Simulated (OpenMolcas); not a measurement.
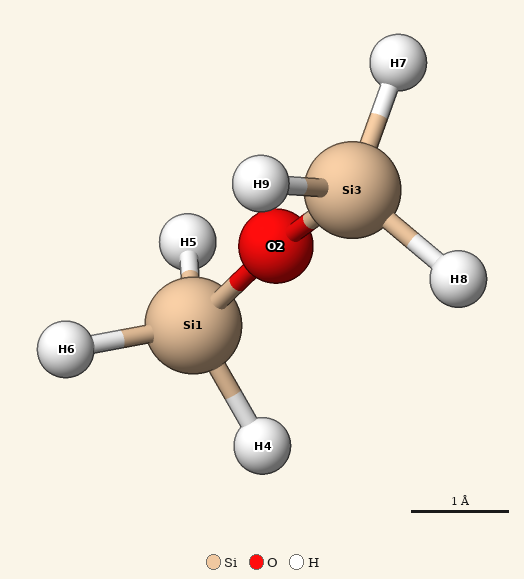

*The structure as given in the input (ball-and-stick view, seen at a tilt; atoms are numbered from 1 in the order of the input).*

Bond lengths as drawn: H–Si 1.46 Å and O–Si 1.62 Å.

Run report: Si2H6O, single-point calculation (part 1 of 2)

Si2H6O, SMILES [SiH3]O[SiH3], computed with MP2/aug-pcseg-1, RHF (OpenMolcas 26.06).

The geometry comes from this level: GFN2-xTB.

**The program's output**
```
--- Start Module: gateway ---

                                              &GATEWAY

                       available to each process: 1.9 GB of memory, 1 thread

 Basis Set     1 Label: SI.AUG-PCSEG-1
 Basis set is read from library:.
 basistype.tbl is not found

 Basis Set     2 Label: O.AUG-PCSEG-1
 Basis set is read from library:.
 basistype.tbl is not found

 Basis Set     3 Label: SI.AUG-PCSEG-1
 Basis set is read from library:.
 basistype.tbl is not found

 Basis Set     4 Label: H.AUG-PCSEG-1
 Basis set is read from library:.
 basistype.tbl is not found

++    Symmetry information:
      ---------------------

                    Character Table for C1

                             E
                    a        1  x, y, xy, Rz, z, xz, Ry, yz, Rx, I
--

++    Basis set information:
      ----------------------

      Basis set label: SI.AUG-PCSEG-1.........

      Electronic valence basis set:
      ------------------
      Associated Effective Charge  14.000000 au
      Associated Actual Charge     14.000000 au
      Nuclear Model: Point charge

      Shell  nPrim  nBasis  Cartesian Spherical Contaminant
         s      13       5        X
         p      10       4        X
         d       2       2                 X

      Basis set label: O.AUG-PCSEG-1.........

      Electronic valence basis set:
      ------------------
      Associated Effective Charge   8.000000 au
      Associated Actual Charge      8.000000 au
      Nuclear Model: Point charge

      Shell  nPrim  nBasis  Cartesian Spherical Contaminant
         s       9       4        X
         p       5       3        X
         d       2       2                 X

      Basis set label: SI.AUG-PCSEG-1.........

      Electronic valence basis set:
      ------------------
      Associated Effective Charge  14.000000 au
      Associated Actual Charge     14.000000 au
      Nuclear Model: Point charge

      Shell  nPrim  nBasis  Cartesian Spherical Contaminant
         s      13       5        X
         p      10       4        X
         d       2       2                 X

      Basis set label: H.AUG-PCSEG-1.........

      Electronic valence basis set:
      ------------------
      Associated Effective Charge   1.000000 au
      Associated Actual Charge      1.000000 au
      Nuclear Model: Point charge

      Shell  nPrim  nBasis  Cartesian Spherical Contaminant
         s       5       3        X
         p       2       2        X
--

++    Molecular structure info:
      -------------------------

                    ************************************************
                    **** Cartesian Coordinates / bohr, angstrom ****
                    ************************************************

     Center  Label                x              y              z                     x              y              z
        1      SI1             -1.431203       2.031304      -1.753326             -0.757360       1.074920      -0.927820
        2      O2               0.260404       0.051004      -0.154372              0.137800       0.026990      -0.081690
        3      SI3              1.451329      -2.028413       1.742252              0.768010      -1.073390       0.921960
        4      H4              -3.399202       0.580146      -3.039417             -1.798780       0.307000      -1.608390
        5      H5               0.316435       3.226065      -3.521901              0.167450       1.707160      -1.863710
        6      H6              -2.506911       3.839281       0.037152             -1.326600       2.031660       0.019660
        7      H7               4.134418      -2.143157       1.103298              2.187840      -1.134110       0.583840
        8      H8               0.151972      -4.418898       1.264983              0.080420      -2.338380       0.669400
        9      H9               1.022758      -1.137332       4.321331              0.541220      -0.601850       2.286750

                    ***************************************
                    *    InterNuclear Distances / bohr    *
                    ***************************************

               1 SI1           2 O2            3 SI3           4 H4            5 H5            6 H6
    1 SI1      0.000000
    2 O2       3.056105        0.000000
    3 SI3      6.083532        3.056052        0.000000
    4 H4       2.762772        4.690010        7.293598        0.000000
    5 H5       2.758541        4.628651        7.523884        4.586898        0.000000
    6 H6       2.762560        4.695291        7.280444        4.569838        4.584122        0.000000
    7 H7       7.520809        4.626452        2.760507        9.018530        8.049721        9.001860
    8 H8       7.295323        4.691092        2.762342        7.491937        9.021461        8.762120
    9 H9       7.277612        4.693106        2.762128        8.756944        9.003023        7.455161

               7 H7            8 H8            9 H9
    7 H7       0.000000
    8 H8       4.589664        0.000000
    9 H9       4.588012        4.568174        0.000000

                    *******************************************
                    *    InterNuclear Distances / angstrom    *
                    *******************************************

               1 SI1           2 O2            3 SI3           4 H4            5 H5            6 H6
    1 SI1      0.000000
    2 O2       1.617221        0.000000
    3 SI3      3.219266        1.617193        0.000000
    4 H4       1.461996        2.481846        3.859606        0.000000
    5 H5       1.459757        2.449377        3.981468        2.427282        0.000000
    6 H6       1.461884        2.484641        3.852645        2.418254        2.425813        0.000000
    7 H7       3.979841        2.448213        1.460797        4.772401        4.259729        4.763579
    8 H8       3.860519        2.482419        1.461768        3.964562        4.773952        4.636714
    9 H9       3.851146        2.483485        1.461655        4.633975        4.764195        3.945101

               7 H7            8 H8            9 H9
    7 H7       0.000000
    8 H8       2.428746        0.000000
    9 H9       2.427872        2.417373        0.000000

                    **************************************
                    *    Valence Bond Angles / degree    *
                    **************************************
                          Atom centers                 Phi
                      4 H4       1 SI1      5 H5       112.35
                      4 H4       1 SI1      6 H6       111.60
                      5 H5       1 SI1      6 H6       112.26
                      7 H7       3 SI3      8 H8       112.41
                      7 H7       3 SI3      9 H9       112.35
                      8 H8       3 SI3      9 H9       111.56
--

            Nuclear Potential Energy            159.99155328 au

--- Stop Module: gateway /rc=_RC_ALL_IS_WELL_ ---

--- Start Module: seward ---

                                              &SEWARD

                       available to each process: 1.9 GB of memory, 1 thread

               SEWARD will generate:
                  Multipole Moment integrals up to order  2
                  Kinetic Energy integrals
                  Nuclear Attraction integrals (point charge)
                  One-Electron Hamiltonian integrals
                  Velocity integrals
                  Orbital angular momentum around (  0.0570   0.0108  -0.0335 )
                  Velocity quadrupole around (  0.0570   0.0108  -0.0335 )
                  Two-Electron Repulsion integrals

                   Integrals are discarded if absolute value <: 1.00E-14
                   Integral cutoff threshold is set to       <: 1.00E-16

            Nuclear Potential Energy            159.99155328 au

      Basis set specifications :
      Symmetry species         a
      Basis functions          131

--- Stop Module: seward /rc=_RC_ALL_IS_WELL_ ---
--- Module seward spent 8 seconds ---

--- Start Module: scf ---

                                                &SCF

                       available to each process: 1.9 GB of memory, 1 thread

++    Input section:
      --------------

      Header of the integral files:

      Cartesian coordinates in angstrom:
      -----------------------------------------------------
      No.  Label        X            Y            Z
      -----------------------------------------------------
       1   SI1       -0.75736000   1.07492000  -0.92782000
       2   O2         0.13780000   0.02699000  -0.08169000
       3   SI3        0.76801000  -1.07339000   0.92196000
       4   H4        -1.79878000   0.30700000  -1.60839000
       5   H5         0.16745000   1.70716000  -1.86371000
       6   H6        -1.32660000   2.03166000   0.01966000
       7   H7         2.18784000  -1.13411000   0.58384000
       8   H8         0.08042000  -2.33838000   0.66940000
       9   H9         0.54122000  -0.60185000   2.28675000
      -----------------------------------------------------
      Nuclear repulsion energy =  159.99155328
--

++    Orbital specifications:
      -----------------------

      Symmetry species               1
                                     a
      Frozen orbitals                0
      Occupied orbitals             21
      Secondary orbitals           110
      Deleted orbitals               0
      Total number of orbitals     131
      Number of basis functions    131
--

      Molecular charge                           0.000

++    Optimization specifications:
      ----------------------------

      SCF Algorithm: Conventional
      Minimized density differences are used
      Number of density matrices in core                 5
      Maximum number of NDDO SCF iterations            400
      Maximum number of HF SCF iterations              400
      Threshold for SCF energy change             1.00E-09
      Threshold for density matrix                1.00E-04
      Threshold for Fock matrix                   1.50E-04
      Threshold for linear dependence             1.00E-09
      Threshold at which DIIS is turned on        1.50E-01
      Maximum depth in the DIIS procedure                5
      Maximum depth in the BFGS Hessian update          30
      Threshold at which QNR/C2DIIS is turned on  7.50E-02
      Threshold for Norm(delta) (QNR/C2DIIS)      1.00E-03
      All orbitals punched on: SCFORB
--

      Input vectors read from INPORB
      Orbital file label: *Guess orbitals

++ Convergence information
                                   SCF        iterations: Energy and convergence statistics

Iter     Tot. SCF        One-elec.       Two-elec.     Energy      Max Dij or  Max Fij      DNorm      TNorm      AccCon     Time
         Energy          Energy          Energy        Change      Delta Norm                                                in Sec.
   1  -655.762733322 -1223.309452105   407.555165502   0.00E+00    2.41E-01*   1.64E-01*    8.52E+00   1.97E+02   None         1.
   2  -656.168450150 -1226.506222751   410.346219320  -4.06E-01*   9.70E-02*   6.82E-02*    4.97E+00   1.97E+02   EDIIS        1.
   3  -656.204179733 -1229.153410555   412.957677541  -3.57E-02*   1.67E-02*   3.33E-02*    1.56E+00   1.98E+02   c2DIIS       1.
   4  -656.231569931 -1227.776016634   411.552893423  -2.74E-02*   1.15E-02*   3.28E-03*    3.71E-01   1.98E+02   QNRc2DIIS    1.
   5  -656.231904329 -1227.834616845   411.611159236  -3.34E-04*   7.18E-03*   1.30E-03*    9.88E-02   1.98E+02   QNRc2DIIS    1.
   6  -656.231947920 -1227.785513403   411.562012202  -4.36E-05*   1.35E-03*   7.80E-04*    2.04E-02   1.98E+02   QNRc2DIIS    1.
   7  -656.231955205 -1227.804051439   411.580542954  -7.28E-06*   3.50E-04    9.33E-05     3.23E-03   1.98E+02   QNRc2DIIS    1.
   8  -656.231955419 -1227.804452566   411.580943866  -2.14E-07*   3.76E-05    8.40E-06     1.36E-03   1.98E+02   QNRc2DIIS    1.
   9  -656.231955421 -1227.804107515   411.580598813  -2.73E-09*   1.00E-05    1.78E-06     3.17E-04   1.98E+02   QNRc2DIIS    1.
  10  -656.231955421 -1227.804128489   411.580619787  -1.63E-10    1.87E-06    2.82E-07     6.43E-05   1.98E+02   QNRc2DIIS    1.

       Convergence after  10 Iterations
--

 *****************************************************************************************************************************
 *                                             SCF/KS-DFT Program, Final results                                             *
 *                                                       Final Results                                                       *
 *****************************************************************************************************************************
```
